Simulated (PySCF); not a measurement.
# C2H7BF2Si: NMR shifts at several levels of theory, part 1 of 2

How much do the NMR shifts of C2H7BF2Si (`C[C@@H]([SiH3])B(F)F`) depend on the level of theory, and what does each level cost?

Computed with PySCF 2.14.0, with density-fitted response routines of our own, on a single molecule in the gas phase. Atoms count from 0, in the outputs and in this text.

## (1) Starting geometry

13 atoms, charge 0, multiplicity 1; geometry from: PBE0-D3(BJ)/def2-SVP.

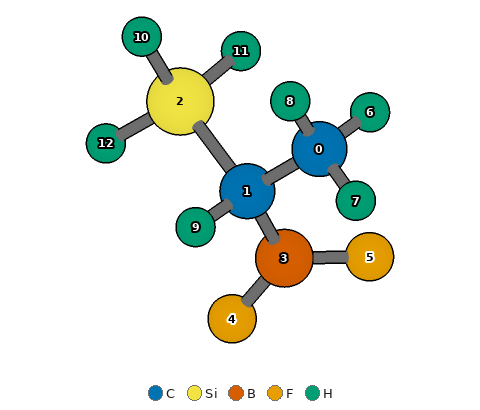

The starting geometry (carbon blue, silicon yellow, boron orange, fluorine amber, hydrogen teal), atoms numbered.

## (2) Nuclear shieldings: HF/pcSseg-1

The job: settings as JSON, then the geometry in Å.

```
{"job": {"kind": "nmr", "xc": "HF", "basis": "pcSseg-1", "pop": false}, "charge": 0, "multiplicity": 1}
C     -0.977437    -1.124883    -0.553439
C     -0.522801     0.175015     0.116742
Si     1.149649    -0.044193     0.996348
B     -0.389887     1.383050    -0.848028
F     -0.387927     2.631568    -0.409166
F     -0.238798     1.225610    -2.153456
H     -0.281416    -1.427217    -1.350878
H     -1.969558    -1.013663    -1.018118
H     -1.041362    -1.957152     0.164327
H     -1.205911     0.475857     0.932157
H      1.051523    -1.183306     1.959077
H      2.214488    -0.354086    -0.006894
H      1.523609     1.199843     1.732433
```

Method: GIAO HF/pcSseg-1 NMR shielding, non-relativistic, gas phase.

On the command line:

```console
$ OMP_NUM_THREADS=1 python probes_run.py task.json out
```

The driver reads the jobs from task.json and runs them one after another.

Log:

```text
final grid: 106368 points
cycle   1  E = -592.2837060787  dE =  6.316e-01  |g| = 6.446e-01  |ddm| = 2.923e+00
cycle   2  E = -592.3666008061  dE = -8.289e-02  |g| = 3.488e-01  |ddm| = 6.074e-01
cycle   3  E = -592.3849793219  dE = -1.838e-02  |g| = 6.208e-02  |ddm| = 1.927e-01
cycle   4  E = -592.3862502200  dE = -1.271e-03  |g| = 1.092e-02  |ddm| = 8.120e-02
cycle   5  E = -592.3862981719  dE = -4.795e-05  |g| = 2.280e-03  |ddm| = 1.838e-02
cycle   6  E = -592.3863014744  dE = -3.302e-06  |g| = 6.135e-04  |ddm| = 5.458e-03
cycle   7  E = -592.3863017077  dE = -2.334e-07  |g| = 1.713e-04  |ddm| = 1.412e-03
cycle   8  E = -592.3863017241  dE = -1.634e-08  |g| = 4.673e-05  |ddm| = 3.534e-04
cycle   9  E = -592.3863017253  dE = -1.171e-09  |g| = 1.191e-05  |ddm| = 9.720e-05
cycle  10  E = -592.3863017253  dE = -8.754e-11  |g| = 4.224e-06  |ddm| = 2.933e-05
converged SCF energy = -592.3863017253

GIAO shielding tensors (ppm)
atom      isotropic    diamagn.    paramagn.     s11        s22        s33       span
  0 C      180.726     244.448     -63.722    171.878    178.897    191.403     19.525
  1 C      192.651     257.433     -64.781    179.904    191.405    206.645     26.742
  2 Si     445.227     876.337    -431.110    412.473    428.082    495.126     82.653
  3 B       84.079     192.881    -108.802     49.653     91.282    111.301     61.648
  4 F      291.717     468.307    -176.590    140.495    347.027    387.628    247.133
  5 F      295.332     469.054    -173.722    134.309    346.425    405.261    270.952
  6 H       30.514      30.194       0.320     26.429     28.307     36.806     10.377
  7 H       30.260      29.127       1.133     24.954     27.713     38.113     13.158
  8 H       30.709      29.872       0.837     25.447     28.532     38.148     12.700
  9 H       31.428      32.551      -1.123     26.846     29.121     38.318     11.472
 10 H       27.970      29.122      -1.152     24.577     25.952     33.382      8.804
 11 H       28.049      29.258      -1.209     24.685     26.391     33.071      8.386
 12 H       27.825      29.086      -1.262     24.138     26.104     33.232      9.094
```

Wall time 5.5 s (1 thread of Arm Neoverse V1, shared host); peak memory 0.76 GiB.

The references, computed at this level on geometries of the same kind, shield at (ppm): 1H TMS 31.69, 13C TMS 190.8, 29Si TMS 393.4, 19F CFCl3 246.4, 11B BF3·OEt2 115.3. Their shielding less the atom's gives the shift. The references are single molecules in the gas phase, so shifts against H2O, NH3, PH3, H3PO4 or CFCl3 are not on the usual liquid scales and can be off by tens of ppm. Atoms listed in one row are averaged.

```csv
atoms,environment,σ (ppm),δ (ppm)
C0,methyl carbon,180.7,10.1
C1,sp3 CH bonded to B and Si,192.7,-1.8
"H10, H11, H12",hydrogen on a silicon bonded to C,27.95,3.74
"H6, H7, H8",hydrogen on a methyl carbon,30.49,1.19
H9,hydrogen on an sp3 CH bonded to B and Si,31.43,0.26
Si2,"silicon bonded to C, 3 H",445.2,-51.8
B3,"boron bonded to C, 2 F",84.1,31.2
"F4, F5",fluorine bonded to B,293.5,-47.2
```

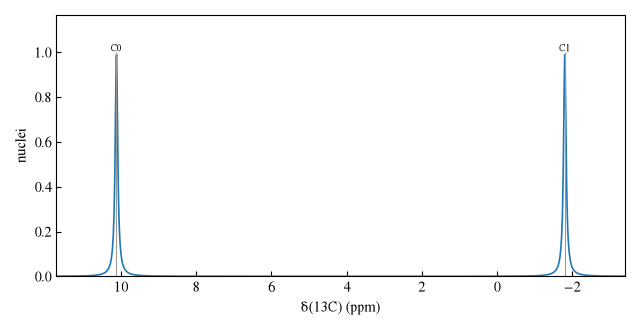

13C lines at the computed shifts, without couplings. Lines are broadened to a width of 0.08 ppm (Lorentzian).

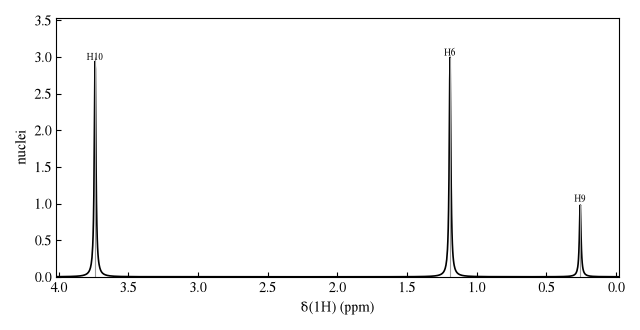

1H lines at the computed shifts, without couplings. Lines are broadened to a width of 0.01 ppm (Lorentzian).

## (3) Nuclear shieldings: LDA/pcSseg-1

The job, as its differences from that of step 2:

```diff
@@ -1,2 +1,2 @@
-{"job": {"kind": "nmr", "xc": "HF", "basis": "pcSseg-1", "pop": false}, "charge": 0, "multiplicity": 1}
+{"job": {"kind": "nmr", "xc": "LDA", "basis": "pcSseg-1", "pop": false}, "charge": 0, "multiplicity": 1}
 C     -0.977437    -1.124883    -0.553439
```

With the program's defaults for keys left out, this is: GIAO LDA/pcSseg-1 NMR shielding, non-relativistic, gas phase.

Log:

```text
coarse grid: 11400 points
cycle   1  E = -590.9641982556  dE =  3.125e-01  |g| = 7.258e-01  |ddm| = 3.121e+00
cycle   2  E = -590.7630847172  dE =  2.011e-01  |g| = 1.272e+00  |ddm| = 1.347e+00
cycle   3  E = -591.0676054342  dE = -3.045e-01  |g| = 6.815e-02  |ddm| = 8.895e-01
cycle   4  E = -591.0683029992  dE = -6.976e-04  |g| = 4.038e-02  |ddm| = 7.373e-02
cycle   5  E = -591.0685994970  dE = -2.965e-04  |g| = 8.652e-03  |ddm| = 3.397e-02
cycle   6  E = -591.0686166198  dE = -1.712e-05  |g| = 2.522e-03  |ddm| = 1.014e-02
cycle   7  E = -591.0686178236  dE = -1.204e-06  |g| = 8.876e-04  |ddm| = 2.429e-03
final grid: 106368 points
cycle   8  E = -591.0906706161  dE = -6.767e-05  |g| = 6.146e-03  |ddm| = 1.824e-02
cycle   9  E = -591.0906567221  dE =  1.389e-05  |g| = 1.055e-02  |ddm| = 1.006e-02
cycle  10  E = -591.0906774746  dE = -2.075e-05  |g| = 7.744e-04  |ddm| = 6.733e-03
cycle  11  E = -591.0906775428  dE = -6.824e-08  |g| = 4.306e-04  |ddm| = 6.885e-04
cycle  12  E = -591.0906775730  dE = -3.020e-08  |g| = 6.363e-05  |ddm| = 2.661e-04
cycle  13  E = -591.0906775738  dE = -7.831e-10  |g| = 1.753e-05  |ddm| = 6.968e-05
converged SCF energy = -591.0906775738

GIAO shielding tensors (ppm)
atom      isotropic    diamagn.    paramagn.     s11        s22        s33       span
  0 C      169.818     247.504     -77.686    157.431    165.175    186.848     29.417
  1 C      175.265     257.808     -82.542    160.963    172.035    192.797     31.834
  2 Si     382.602     881.970    -499.368    339.085    356.904    451.818    112.734
  3 B       62.799     195.921    -133.122     29.897     73.471     85.029     55.132
  4 F      217.148     468.283    -251.135     38.351    264.024    349.068    310.717
  5 F      221.713     469.342    -247.628     31.780    260.935    372.426    340.646
  6 H       29.681      30.048      -0.367     26.121     27.665     35.256      9.135
  7 H       29.419      28.692       0.727     24.350     26.962     36.946     12.597
  8 H       29.926      29.465       0.460     25.067     28.024     36.686     11.619
  9 H       29.901      31.783      -1.882     25.760     28.165     35.779     10.020
 10 H       26.652      28.494      -1.842     23.547     24.647     31.760      8.213
 11 H       26.779      28.774      -1.995     23.584     25.257     31.494      7.910
 12 H       26.453      28.470      -2.017     22.883     24.750     31.726      8.843
```

Wall time 15 s (1 thread of Arm Neoverse V1, shared host); peak memory 0.67 GiB.

In short: δ C0 10.9, C1 5.5, Si2 -64.2, B3 30.1, H10 4.20, H6 1.15 ppm (means over like atoms).

## (4) Nuclear shieldings: PBE/pcSseg-1

The job, as its differences from that of step 3:

```diff
@@ -1,2 +1,2 @@
-{"job": {"kind": "nmr", "xc": "LDA", "basis": "pcSseg-1", "pop": false}, "charge": 0, "multiplicity": 1}
+{"job": {"kind": "nmr", "xc": "PBE", "basis": "pcSseg-1", "pop": false}, "charge": 0, "multiplicity": 1}
 C     -0.977437    -1.124883    -0.553439
```

With the program's defaults for keys left out, this is: GIAO PBE/pcSseg-1 NMR shielding, non-relativistic, gas phase.

Log:

```text
coarse grid: 11400 points
cycle   1  E = -593.8907614155  dE =  3.208e-01  |g| = 7.427e-01  |ddm| = 3.119e+00
cycle   2  E = -593.7000587072  dE =  1.907e-01  |g| = 1.278e+00  |ddm| = 1.349e+00
cycle   3  E = -593.9950475745  dE = -2.950e-01  |g| = 7.493e-02  |ddm| = 8.777e-01
cycle   4  E = -593.9958698141  dE = -8.222e-04  |g| = 4.328e-02  |ddm| = 7.803e-02
cycle   5  E = -593.9962505641  dE = -3.808e-04  |g| = 7.513e-03  |ddm| = 3.850e-02
cycle   6  E = -593.9962640899  dE = -1.353e-05  |g| = 2.299e-03  |ddm| = 9.244e-03
cycle   7  E = -593.9962650884  dE = -9.985e-07  |g| = 8.795e-04  |ddm| = 2.327e-03
final grid: 106368 points
cycle   8  E = -594.0537239718  dE = -6.639e-05  |g| = 1.060e-02  |ddm| = 2.609e-02
cycle   9  E = -594.0536674681  dE =  5.650e-05  |g| = 1.810e-02  |ddm| = 2.376e-02
cycle  10  E = -594.0537518551  dE = -8.439e-05  |g| = 1.619e-03  |ddm| = 1.576e-02
cycle  11  E = -594.0537522413  dE = -3.862e-07  |g| = 5.172e-04  |ddm| = 1.223e-03
cycle  12  E = -594.0537522823  dE = -4.102e-08  |g| = 8.258e-05  |ddm| = 3.117e-04
cycle  13  E = -594.0537522836  dE = -1.235e-09  |g| = 4.147e-05  |ddm| = 1.010e-04
cycle  14  E = -594.0537522838  dE = -2.756e-10  |g| = 1.062e-05  |ddm| = 3.009e-05
converged SCF energy = -594.0537522838

GIAO shielding tensors (ppm)
atom      isotropic    diamagn.    paramagn.     s11        s22        s33       span
  0 C      167.461     246.393     -78.933    155.724    163.008    183.650     27.925
  1 C      175.092     257.464     -82.372    161.052    172.675    191.549     30.496
  2 Si     395.263     881.322    -486.059    356.249    371.563    457.976    101.726
  3 B       66.285     195.903    -129.618     36.257     75.603     86.996     50.740
  4 F      224.274     468.551    -244.277     49.203    274.277    349.343    300.140
  5 F      228.936     469.662    -240.726     43.382    271.259    372.167    328.785
  6 H       30.041      30.424      -0.383     26.628     28.062     35.432      8.804
  7 H       29.778      29.010       0.769     24.932     27.414     36.990     12.058
  8 H       30.260      29.810       0.450     25.570     28.415     36.795     11.226
  9 H       30.399      32.253      -1.854     26.378     28.694     36.125      9.746
 10 H       27.185      29.096      -1.911     24.135     25.217     32.204      8.069
 11 H       27.316      29.383      -2.067     24.198     25.809     31.941      7.743
 12 H       27.009      29.066      -2.057     23.536     25.342     32.150      8.614
```

Run time: 20 s. Hardware: 1 thread of Arm Neoverse V1, shared host; peak memory 0.76 GiB.

This run: δ C0 12.6, C1 4.9, Si2 -60.7, B3 28.5, H10 4.03, H6 1.17 ppm (means over like atoms).

## (5) NMR shieldings: BLYP/pcSseg-1

The job, as its differences from that of step 4:

```diff
@@ -1,2 +1,2 @@
-{"job": {"kind": "nmr", "xc": "PBE", "basis": "pcSseg-1", "pop": false}, "charge": 0, "multiplicity": 1}
+{"job": {"kind": "nmr", "xc": "BLYP", "basis": "pcSseg-1", "pop": false}, "charge": 0, "multiplicity": 1}
 C     -0.977437    -1.124883    -0.553439
```

Method: GIAO BLYP/pcSseg-1 NMR shielding, non-relativistic, gas phase.

Log:

```text
coarse grid: 11400 points
cycle   1  E = -594.2883951363  dE =  3.246e-01  |g| = 8.158e-01  |ddm| = 3.124e+00
cycle   2  E = -594.0455750162  dE =  2.428e-01  |g| = 1.434e+00  |ddm| = 1.479e+00
cycle   3  E = -594.4111788410  dE = -3.656e-01  |g| = 9.018e-02  |ddm| = 9.824e-01
cycle   4  E = -594.4122929732  dE = -1.114e-03  |g| = 5.200e-02  |ddm| = 9.164e-02
cycle   5  E = -594.4128641401  dE = -5.712e-04  |g| = 8.708e-03  |ddm| = 4.790e-02
cycle   6  E = -594.4128831976  dE = -1.906e-05  |g| = 2.422e-03  |ddm| = 1.076e-02
cycle   7  E = -594.4128842574  dE = -1.060e-06  |g| = 9.511e-04  |ddm| = 2.373e-03
final grid: 106368 points
cycle   8  E = -594.4703898789  dE = -6.700e-05  |g| = 8.050e-03  |ddm| = 2.134e-02
cycle   9  E = -594.4703573211  dE =  3.256e-05  |g| = 1.382e-02  |ddm| = 1.786e-02
cycle  10  E = -594.4704058012  dE = -4.848e-05  |g| = 1.240e-03  |ddm| = 1.188e-02
cycle  11  E = -594.4704060534  dE = -2.522e-07  |g| = 4.035e-04  |ddm| = 9.906e-04
cycle  12  E = -594.4704060781  dE = -2.469e-08  |g| = 8.406e-05  |ddm| = 2.715e-04
cycle  13  E = -594.4704060794  dE = -1.295e-09  |g| = 3.518e-05  |ddm| = 9.918e-05
cycle  14  E = -594.4704060796  dE = -2.101e-10  |g| = 1.076e-05  |ddm| = 2.761e-05
converged SCF energy = -594.4704060796

GIAO shielding tensors (ppm)
atom      isotropic    diamagn.    paramagn.     s11        s22        s33       span
  0 C      162.165     245.261     -83.096    150.330    157.698    178.467     28.136
  1 C      169.487     256.641     -87.155    155.405    167.299    185.756     30.350
  2 Si     384.544     880.891    -496.347    345.220    361.011    447.402    102.181
  3 B       63.878     195.505    -131.627     32.836     73.347     85.452     52.616
  4 F      226.486     469.645    -243.159     52.304    278.431    348.723    296.419
  5 F      231.393     470.840    -239.448     46.909    275.295    371.974    325.064
  6 H       30.196      30.651      -0.455     26.950     28.294     35.345      8.395
  7 H       29.933      29.081       0.852     25.280     27.682     36.836     11.557
  8 H       30.406      29.943       0.463     25.914     28.640     36.664     10.750
  9 H       30.650      32.353      -1.702     26.778     29.147     36.026      9.248
 10 H       27.459      29.390      -1.932     24.482     25.529     32.365      7.883
 11 H       27.595      29.767      -2.172     24.559     26.120     32.106      7.547
 12 H       27.285      29.356      -2.071     23.886     25.663     32.307      8.421
```

It took 22 s on 1 thread of Arm Neoverse V1, shared host; peak memory 0.75 GiB.

Key values: δ C0 13.2, C1 5.8, Si2 -61.1, B3 29.0, H10 3.91, H6 1.18 ppm (means over like atoms).

## (6) Shielding tensors: BP86/pcSseg-1

The job, as its differences from that of step 5:

```diff
@@ -1,2 +1,2 @@
-{"job": {"kind": "nmr", "xc": "BLYP", "basis": "pcSseg-1", "pop": false}, "charge": 0, "multiplicity": 1}
+{"job": {"kind": "nmr", "xc": "BP86", "basis": "pcSseg-1", "pop": false}, "charge": 0, "multiplicity": 1}
 C     -0.977437    -1.124883    -0.553439
```

With the program's defaults for keys left out, this is: GIAO BP86/pcSseg-1 NMR shielding, non-relativistic, gas phase.

Log:

```text
coarse grid: 11400 points
cycle   1  E = -594.4081792105  dE =  3.215e-01  |g| = 7.519e-01  |ddm| = 3.119e+00
cycle   2  E = -594.2169081342  dE =  1.913e-01  |g| = 1.295e+00  |ddm| = 1.300e+00
cycle   3  E = -594.5133057274  dE = -2.964e-01  |g| = 7.941e-02  |ddm| = 8.432e-01
cycle   4  E = -594.5142122502  dE = -9.065e-04  |g| = 4.492e-02  |ddm| = 7.974e-02
cycle   5  E = -594.5146345690  dE = -4.223e-04  |g| = 7.324e-03  |ddm| = 4.068e-02
cycle   6  E = -594.5146466816  dE = -1.211e-05  |g| = 2.261e-03  |ddm| = 9.129e-03
cycle   7  E = -594.5146476621  dE = -9.804e-07  |g| = 8.691e-04  |ddm| = 2.289e-03
final grid: 106368 points
cycle   8  E = -594.5707573106  dE = -7.651e-05  |g| = 8.369e-03  |ddm| = 2.270e-02
cycle   9  E = -594.5707362873  dE =  2.102e-05  |g| = 1.377e-02  |ddm| = 1.232e-02
cycle  10  E = -594.5707680558  dE = -3.177e-05  |g| = 9.544e-04  |ddm| = 8.179e-03
cycle  11  E = -594.5707681461  dE = -9.028e-08  |g| = 5.079e-04  |ddm| = 7.895e-04
cycle  12  E = -594.5707681945  dE = -4.837e-08  |g| = 6.657e-05  |ddm| = 3.442e-04
cycle  13  E = -594.5707681951  dE = -6.762e-10  |g| = 2.693e-05  |ddm| = 7.236e-05
converged SCF energy = -594.5707681951

GIAO shielding tensors (ppm)
atom      isotropic    diamagn.    paramagn.     s11        s22        s33       span
  0 C      167.053     246.796     -79.743    155.525    162.751    182.885     27.360
  1 C      174.712     257.595     -82.883    160.876    172.083    191.178     30.301
  2 Si     393.850     881.260    -487.410    355.548    370.527    455.474     99.926
  3 B       66.854     195.847    -128.993     36.895     75.692     87.975     51.080
  4 F      227.382     468.650    -241.268     53.919    276.817    351.410    297.492
  5 F      231.591     469.716    -238.125     47.716    273.769    373.289    325.573
  6 H       30.092      30.506      -0.414     26.668     28.129     35.480      8.811
  7 H       29.845      29.055       0.790     25.020     27.484     37.030     12.010
  8 H       30.320      29.882       0.438     25.636     28.474     36.849     11.213
  9 H       30.487      32.278      -1.792     26.505     28.789     36.166      9.661
 10 H       27.259      29.155      -1.896     24.204     25.295     32.277      8.073
 11 H       27.386      29.460      -2.074     24.267     25.880     32.012      7.746
 12 H       27.086      29.124      -2.038     23.615     25.424     32.220      8.605
```

Run time: 19 s. Hardware: 1 thread of Arm Neoverse V1, shared host; peak memory 0.75 GiB.

In short: δ C0 12.7, C1 5.0, Si2 -59.9, B3 28.4, H10 4.02, H6 1.18 ppm (means over like atoms).

## (7) NMR shieldings: OPBE/pcSseg-1

The job, as its differences from that of step 6:

```diff
@@ -1,2 +1,2 @@
-{"job": {"kind": "nmr", "xc": "BP86", "basis": "pcSseg-1", "pop": false}, "charge": 0, "multiplicity": 1}
+{"job": {"kind": "nmr", "xc": "OPBE", "basis": "pcSseg-1", "pop": false}, "charge": 0, "multiplicity": 1}
 C     -0.977437    -1.124883    -0.553439
```

Level: GIAO OPBE/pcSseg-1 NMR shielding, non-relativistic, gas phase.

Log:

```text
coarse grid: 11400 points
cycle   1  E = -594.2028380694  dE =  3.041e-01  |g| = 7.264e-01  |ddm| = 3.138e+00
cycle   2  E = -594.0504753267  dE =  1.524e-01  |g| = 1.198e+00  |ddm| = 1.301e+00
cycle   3  E = -594.2996101395  dE = -2.491e-01  |g| = 7.027e-02  |ddm| = 8.116e-01
cycle   4  E = -594.3004006626  dE = -7.905e-04  |g| = 4.106e-02  |ddm| = 8.298e-02
cycle   5  E = -594.3007635501  dE = -3.629e-04  |g| = 7.342e-03  |ddm| = 3.735e-02
cycle   6  E = -594.3007763156  dE = -1.277e-05  |g| = 2.228e-03  |ddm| = 8.979e-03
cycle   7  E = -594.3007772535  dE = -9.379e-07  |g| = 9.496e-04  |ddm| = 2.689e-03
final grid: 106368 points
cycle   8  E = -594.3418974265  dE = -1.761e-04  |g| = 2.680e-02  |ddm| = 5.089e-02
cycle   9  E = -594.3417477673  dE =  1.497e-04  |g| = 4.095e-02  |ddm| = 3.934e-02
cycle  10  E = -594.3419943335  dE = -2.466e-04  |g| = 3.462e-03  |ddm| = 2.438e-02
cycle  11  E = -594.3419962971  dE = -1.964e-06  |g| = 1.133e-03  |ddm| = 3.323e-03
cycle  12  E = -594.3419966007  dE = -3.037e-07  |g| = 2.377e-04  |ddm| = 1.121e-03
cycle  13  E = -594.3419966121  dE = -1.140e-08  |g| = 5.387e-05  |ddm| = 2.368e-04
cycle  14  E = -594.3419966126  dE = -4.804e-10  |g| = 2.542e-05  |ddm| = 6.061e-05
converged SCF energy = -594.3419966126

GIAO shielding tensors (ppm)
atom      isotropic    diamagn.    paramagn.     s11        s22        s33       span
  0 C      172.407     246.992     -74.584    161.522    168.151    187.548     26.026
  1 C      181.516     258.499     -76.982    167.997    179.504    197.048     29.051
  2 Si     416.621     881.552    -464.930    382.063    394.770    473.031     90.967
  3 B       73.651     196.321    -122.670     46.707     80.890     93.355     46.648
  4 F      234.884     467.205    -232.321     65.851    284.159    354.641    288.790
  5 F      238.866     468.300    -229.435     60.056    281.609    374.932    314.876
  6 H       30.058      30.349      -0.291     26.528     27.995     35.651      9.123
  7 H       29.829      29.099       0.730     24.921     27.385     37.180     12.259
  8 H       30.281      29.835       0.446     25.457     28.380     37.007     11.550
  9 H       30.399      32.409      -2.009     26.277     28.439     36.482     10.205
 10 H       27.248      29.138      -1.890     24.142     25.284     32.318      8.176
 11 H       27.374      29.343      -1.969     24.225     25.832     32.064      7.838
 12 H       27.097      29.112      -2.014     23.627     25.411     32.254      8.627
```

It took 21 s on 1 thread of Arm Neoverse V1, shared host; peak memory 0.75 GiB.

In short: δ C0 12.7, C1 3.6, Si2 -56.3, B3 26.7, H10 3.99, H6 1.17 ppm (means over like atoms).

(Continued in part 2 of 2.)
